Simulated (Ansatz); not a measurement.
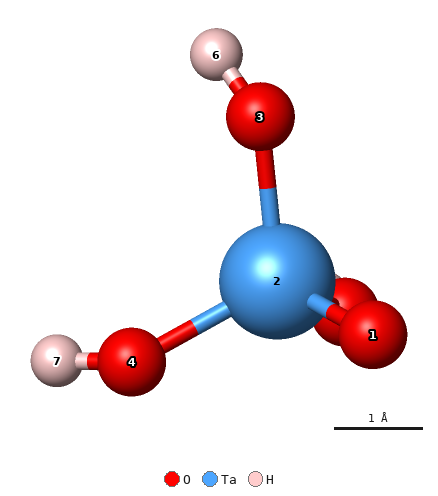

**Figure 1.** The structure (ball-and-stick view, seen at a tilt; atoms are numbered from 1 in the order of the input). Sticks mark near contacts. Bond lengths as drawn: H–O 0.96 Å and O–Ta 1.72 to 1.91 Å.

Run report: TaH₃O₄, single-point calculation

- system: TaH₃O₄, SMILES [O]=[Ta]([OH])([OH])[OH]
- method: RKS PBE0-D4/def2-TZVPP (Ansatz 0.2.0)

The geometry comes from this level: PBE0-D4/def2-TZVP.

### The program's output
```
Functional definition: PBE0
  name "PBE0"
  cite "Adamo & Barone, J. Chem. Phys. 110, 6158 (1999) doi:10.1063/1.478522"
  cite "Perdew, Burke & Ernzerhof, Phys. Rev. Lett. 77, 3865 (1996) doi:10.1103/PhysRevLett.77.3865"
  parent pbe
  parameter a = 0.25
  parameter kappa = 0.804
  parameter beta = 0.06672455060314922
  exchange = (1 - a)*pbe_x(kappa = kappa, mu = beta*pi^2/3) + a*exact_x
  correlation = pbe_c(beta = beta)
1189 factors; their error is unknown
mean field evaluation 1: about -9768.7527 eV, gradient 1.1e2 eV
mean field evaluation 2: about -9626.2332 eV, gradient 2.9e2 eV
mean field evaluation 4: about -9788.2037 eV, gradient 3.2e1 eV
mean field evaluation 8: about -9789.8957 eV, gradient 1.0e-1 eV
mean field evaluation 16: about -9789.9210 eV, gradient 7.5e-5 eV
mean field -9789.92102091 eV, -359.7729616715 hartree, gradient 8.4e-5 eV, S^2 0.000000; 0 other end points of the search recorded, 0 dependent functions left out
reference -9789.92105306 eV, -359.7729628533 hartree; 24, 24 occupied and 198, 198 virtual orbitals, 1189 factors
Total energy: -9790.05344488 eV, -359.7778281629 hartree
```

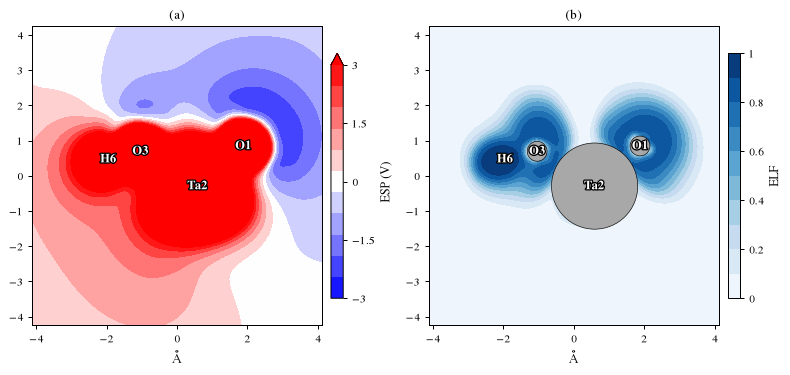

**Figure 2.** (a) molecular electrostatic potential; (b) ELF on the plane of atoms O1, Ta2 and O3. Grey discs, where drawn, cover atomic cores. The section cuts through O, Ta and H sites. Ta–O (1.72 Å): the ELF peaks at about 0.80 in the valence shell of O, 0.5 Å from its nucleus, and drops to about 0.40 between the two atoms. Ta–O (1.91 Å): the ELF peaks at about 0.80 in the valence shell of O, 0.6 Å from its nucleus, and drops to about 0.25 between the two atoms.

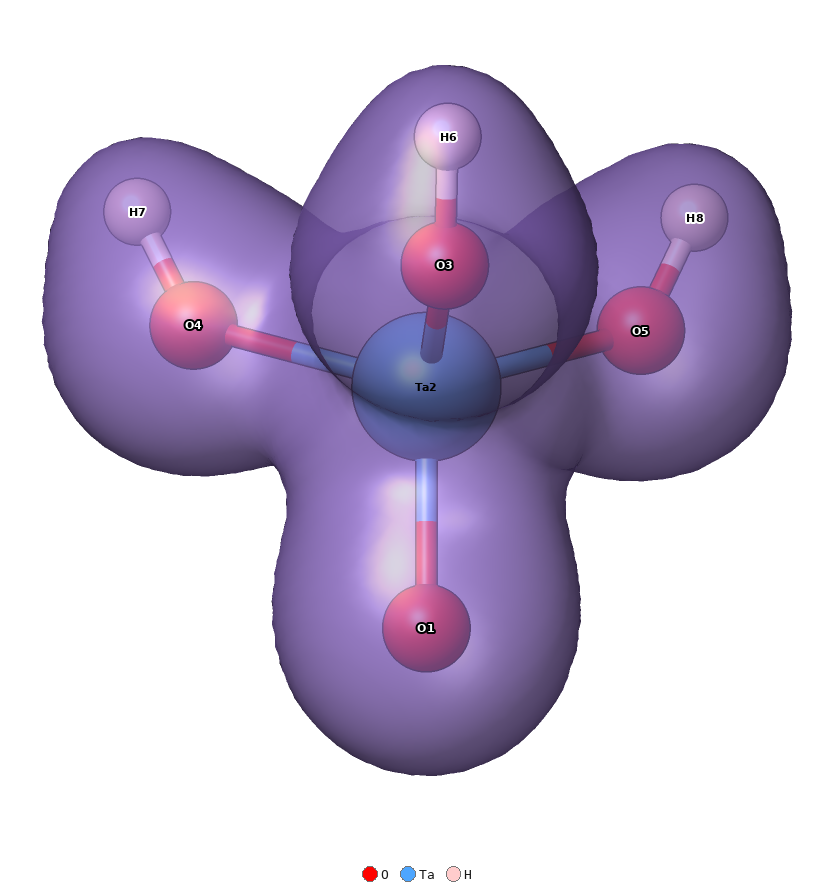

**Figure 3.** Isosurface of the electron density at 0.2 e/Å³ (purple), seen from the side. At this value the surface is in one piece. On the grid the lowest density along these lines, outside the cores, is 1.7 e/Å³ (Ta–O, 1.72 Å), 2.5 e/Å³ (O–H, 0.96 Å) and 0.98 e/Å³ (Ta–O, 1.91 Å).

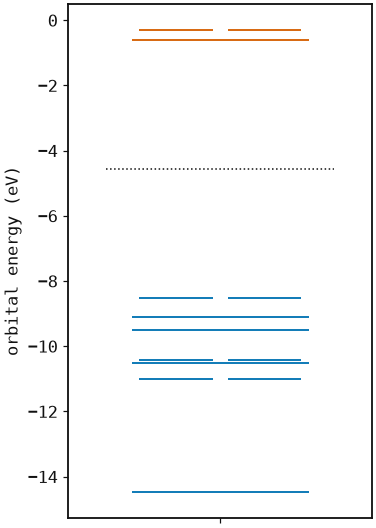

**Figure 4.** Orbital energies near the frontier; the dotted line parts filled from empty levels, and levels within 0.02 eV of each other stand side by side. Highest filled −8.54 eV, lowest empty −0.60 eV, 7.94 eV apart.

This output came from the following input.

### Input
```yaml
crystal:
  periodic: [false, false, false]
  atoms:
    - {symbol: O, position_ang: [-0.357799, -1.472688, 1.658496]}
    - {symbol: Ta, position_ang: [-0.075279, -0.351579, 0.384444]}
    - {symbol: O, position_ang: [1.724578, 0.260910, 0.553630]}
    - {symbol: O, position_ang: [-1.323190, 1.077082, 0.596071]}
    - {symbol: O, position_ang: [-0.346572, -1.279662, -1.261222]}
    - {symbol: H, position_ang: [2.278192, 0.878842, 0.079750]}
    - {symbol: H, position_ang: [-1.521316, 1.881422, 0.119988]}
    - {symbol: H, position_ang: [-0.286512, -1.051427, -2.187060]}
basis:
  gaussian: {orbitals: def2-TZVPP}
hamiltonian: {xc: pbe0, dispersion: d4}
output: {orbitals: {seedname: orbitals}}
```

Launch command:
```bash
ansatz run in.yaml --threads 4 --pin off --events-out ev --progress --plain --max-ram 10444MiB
```

### Key numbers

- outcome: converged
- total energy: −9790.0534 eV
- mean-field energy: −9789.9211 eV
- dispersion energy: −0.1324 eV
- SCF solution under orbital rotations: stable
- HOMO: −8.54 eV
- LUMO: −0.60 eV
- hardware: 4 threads of Arm Neoverse V2, 23 GiB of memory available, shared host
- wall time: 1.9 s (CPU time 6.9 s)
- peak memory: 0.47 GiB
